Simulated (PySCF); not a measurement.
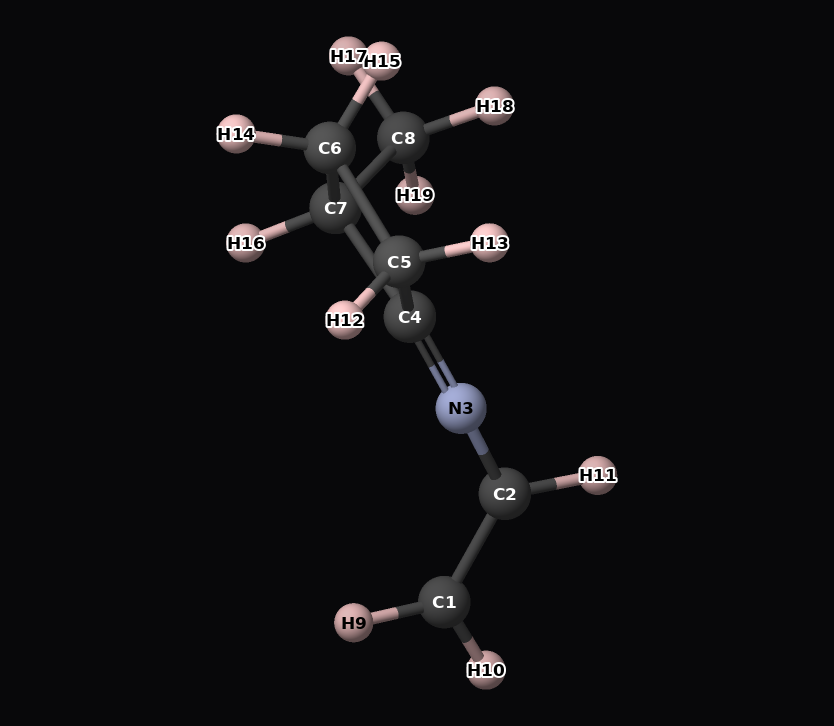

The species has charge +1 and is a spin doublet. The computed structure is the end point of a GFN2-xTB optimisation. No frequency run is at hand to confirm it as a minimum. Computed with UKS B3LYP, pcH-1 on C H N, non-relativistic (PySCF 2.14.0). Fermi-contact and spin-dipolar terms alone, no spin-orbit part.

**Which nucleus has the largest dipolar (anisotropic) hyperfine coupling?**

13C at C1: principal values −50.5, −49.6, 100.1 MHz.

List the isotropic and dipolar parts for the most strongly coupled nuclei, one of each equivalent set.

```
atom  isotope  a_iso (MHz)   dipolar part (MHz)
  C1      13C         52.7  −50.5, −49.6, 100.1
  N3      14N         26.0   −23.0, −18.3, 41.3
 H10       1H        −41.7    −24.0, −2.3, 26.3
  H9       1H        −40.6    −21.4, −3.2, 24.5
  C7      13C         44.5   −10.5, −10.0, 20.5
  C2      13C        −37.2     −17.2, 5.1, 12.1
  C5      13C         49.9     −7.2, −6.3, 13.5
  C4      13C        −39.9       −9.8, 1.1, 8.7
```
